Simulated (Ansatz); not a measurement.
# SnH3 (SMILES [SnH3]) at 6 levels

Wanted: a comparison of 6 runs (U-revPBE/STO-3G, UPBE/STO-3G, UPBE0/STO-3G, UCCSDT/STO-3G, UCCSDTQ/STO-3G, UCCSD/STO-3G) of SnH3. 

Program for the calculation: Ansatz 0.2.0.

34 further runs of the same task are left out: 3 that didn't finish, 31 set aside as unsound or not needed.

### Step 1. Starting point

The species is SnH3 (4 atoms), meant as a doublet with charge 0. SMILES: `[SnH3]`. The H2–Sn1 distance was set to 4.287 Å, away from the relaxed value. At this shape a bond of the SMILES string is far longer than usual.

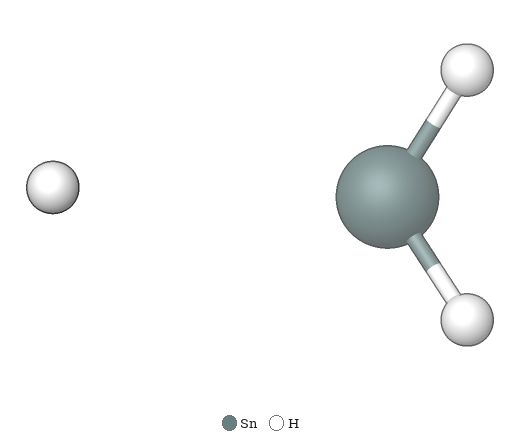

The structure, seen from a chosen angle (tin teal, hydrogen white).

### Step 2. The energy at U-revPBE/STO-3G (run 1)

job.yaml

```yaml
crystal:
  periodic: [false, false, false]
  atoms:
    - {symbol: Sn, position_ang: [-0.882295, -0.545498, -2.541790]}
    - {symbol: H, position_ang: [1.055200, 0.011000, 1.241700]}
    - {symbol: H, position_ang: [-2.287495, -1.506098, -2.334090]}
    - {symbol: H, position_ang: [-1.317395, 0.978602, -3.196390]}
basis:
  gaussian:
    orbitals: STO-3G
magnetization:
  spin_polarized: true
  initial_magnetization: 1
hamiltonian:
  xc: {name: revPBE}
accuracy: high
```

Launch:

```sh
$ ansatz run job.yaml --threads 1 --pin off --max-ram 2610MiB --events-out events.jsonl --progress --plain --runs-dir runs
```

The log of the run:

```text
Warning: RAYON_NUM_THREADS=1 ignored (pool sized by the plan → 1); use --threads N
Functional definition: revPBE
  name "revPBE"
  parameter kappa = 1.245
  parameter beta = 0.06672455060314922
  exchange = pbe_x(kappa = kappa, mu = beta*pi^2/3)
  correlation = pbe_c(beta = beta)
509 factors; integrals over basis functions are off by at most 4.9e-9 eV
mean field evaluation 1: about -162348.3470 eV, gradient 8.6e0 eV
mean field evaluation 2: about -162343.5443 eV, gradient 1.1e1 eV
mean field evaluation 4: about -162348.5843 eV, gradient 5.0e0 eV
mean field evaluation 8: about -162351.6409 eV, gradient 1.2e1 eV
mean field evaluation 16: about -162358.1653 eV, gradient 9.8e-3 eV
mean field evaluation 32: about -162358.1604 eV, gradient 1.8e-1 eV
mean field -162358.16528267 eV, -5966.5525238212 hartree, gradient 4.5e-8 eV, S^2 1.094548; 3 other end points of the search recorded, 0 dependent functions left out
reference -162358.16528546 eV, -5966.5525239235 hartree; 27, 26 occupied and 3, 4 virtual orbitals, 509 factors
Total energy: -162358.16528546 eV, -5966.5525239235 hartree
```

Wall time 7.2 s (1 thread of Arm Neoverse V1, shared host); peak memory 0.12 GiB.

### Step 3. The energy at UPBE/STO-3G (run 2)

molecule.yaml

```yaml
crystal:
  periodic: [false, false, false]
  atoms:
    - {symbol: Sn, position_ang: [-0.882295, -0.545498, -2.541790]}
    - {symbol: H, position_ang: [1.055200, 0.011000, 1.241700]}
    - {symbol: H, position_ang: [-2.287495, -1.506098, -2.334090]}
    - {symbol: H, position_ang: [-1.317395, 0.978602, -3.196390]}
basis:
  gaussian:
    orbitals: STO-3G
magnetization:
  spin_polarized: true
  initial_magnetization: 1
hamiltonian:
  xc: pbe
accuracy: high
```

Launch:

```sh
$ ansatz run molecule.yaml --threads 1 --pin off --max-ram 2610MiB --events-out events.jsonl --progress --plain --runs-dir runs
```

The log of the run:

```text
Warning: RAYON_NUM_THREADS=1 ignored (pool sized by the plan → 1); use --threads N
Functional definition: PBE
  name "PBE"
  parameter kappa = 0.804
[... 3 set-up lines as earlier in the session ...]
509 factors; integrals over basis functions are off by at most 4.9e-9 eV
mean field evaluation 1: about -162340.5708 eV, gradient 8.6e0 eV
mean field evaluation 2: about -162336.1214 eV, gradient 1.1e1 eV
mean field evaluation 4: about -162340.7591 eV, gradient 5.1e0 eV
mean field evaluation 8: about -162347.8743 eV, gradient 9.2e0 eV
mean field evaluation 16: about -162350.5545 eV, gradient 9.1e-4 eV
mean field evaluation 32: about -162350.5511 eV, gradient 2.5e-1 eV
mean field -162350.55450563 eV, -5966.2728329236 hartree, gradient 2.3e-8 eV, S^2 1.083854; 5 other end points of the search recorded, 0 dependent functions left out
reference -162350.55450785 eV, -5966.2728330053 hartree; 27, 26 occupied and 3, 4 virtual orbitals, 509 factors
Total energy: -162350.55450785 eV, -5966.2728330053 hartree
```

Wall time 6.9 s (1 thread of Arm Neoverse V1, shared host); peak memory 0.12 GiB.

Runs 3 to 4 aren't shown in full; the table further down has their settings and results.

### Step 4. A single-point energy at UCCSDTQ/STO-3G (run 5)

job.yaml, as its differences from that of step 2:

```diff
@@ -13,4 +13,7 @@
   initial_magnetization: 1
-hamiltonian:
-  xc: {name: revPBE}
+correlation:
+  method: ccsdtq
+  frozen_orbitals: {H: 0, Sn: 18}
 accuracy: high
+scf:
+  omitted_lower_state_checks: [cluster_reference, increment]
```

Launch:

```sh
$ ansatz run job.yaml --threads 1 --pin off --max-ram 2610MiB --events-out events.jsonl --progress --plain --runs-dir runs
```

The log of the run:

```text
Warning: RAYON_NUM_THREADS=1 ignored (pool sized by the plan → 1); use --threads N
[... 14 lines left out ...]
18 core orbitals not correlated: weight in the atoms' cores, before any rotation towards them, 1.000 or more for the frozen orbitals, at most 0.000 for the correlated occupied ones
[... 42 lines left out ...]
Total energy: -162312.89325776 eV, -5964.8888075921 hartree
Checks for a lower state left out: cluster_reference, increment
```

It took 74 s on 1 thread of Arm Neoverse V1, shared host; peak memory 0.5 GiB.

### Step 5. The energy at UCCSD/STO-3G (run 6)

in.yaml

```yaml
crystal:
  periodic: [false, false, false]
  atoms:
    - symbol: Sn
      position_ang: [-0.882295, -0.545498, -2.541790]
    - symbol: H
      position_ang: [1.055200, 0.011000, 1.241700]
    - symbol: H
      position_ang: [-2.287495, -1.506098, -2.334090]
    - symbol: H
      position_ang: [-1.317395, 0.978602, -3.196390]
basis:
  gaussian:
    orbitals: STO-3G
magnetization:
  spin_polarized: true
  initial_magnetization: 1
correlation:
  method: ccsd
  frozen_orbitals: {H: 0, Sn: 18}
accuracy: high
scf:
  omitted_lower_state_checks: [cluster_reference, increment]
```

Launch:

```sh
$ ansatz run in.yaml --threads 1 --pin off --max-ram 2610MiB --events-out events.jsonl --progress --plain --runs-dir runs
```

The log of the run:

```text
Warning: RAYON_NUM_THREADS=1 ignored (pool sized by the plan → 1); use --threads N
[... 14 lines left out ...]
18 core orbitals not correlated: weight in the atoms' cores, before any rotation towards them, 1.000 or more for the frozen orbitals, at most 0.000 for the correlated occupied ones
[... 38 lines left out ...]
Total energy: -162312.88330942 eV, -5964.8884419973 hartree
Checks for a lower state left out: cluster_reference, increment
```

It took 1.4 s on 1 thread of Arm Neoverse V1, shared host.

### Step 6. The series

```
run            level  frozen core orbitals   energy (Eh)   ⟨S²⟩  wall time
  1  U-revPBE/STO-3G                     –  -5966.552524  1.095      7.2 s
  2      UPBE/STO-3G                     –  -5966.272833  1.084      6.9 s
  3     UPBE0/STO-3G                     –  -5966.612956  1.130      7.8 s
  4    UCCSDT/STO-3G                    18  -5964.888713  1.288      1.9 s
  5   UCCSDTQ/STO-3G                    18  -5964.888808  1.288       74 s
  6     UCCSD/STO-3G                    18  -5964.888442  1.288      1.4 s
```

### Step 7. Outcome

| quantity | value |
| --- | --- |
| run 6: total energy | -5964.88844 Eh |
| run 6: correlation energy (18 core orbitals frozen) | -41.4 mEh |
| run 6: ⟨S²⟩ of the reference determinant | 1.288 |
| run 6: T1 diagnostic | 0.081 |

What this shows: Totals of different functionals can't be ranked against each other. In runs 1, 2, 3, 4, 5, 6 the basis is minimal, so the values are rough. In runs 1, 2, 3, 4, 5, 6 relativity is left out where basis or elements ask for it. Spin contamination of the reference: run 4 ⟨S²⟩ = 1.29, run 5 ⟨S²⟩ = 1.29, run 6 ⟨S²⟩ = 1.29, run 3 ⟨S²⟩ = 1.13, run 1 ⟨S²⟩ = 1.09, run 2 ⟨S²⟩ = 1.08. All runs together took 99 s, the longest 74 s.
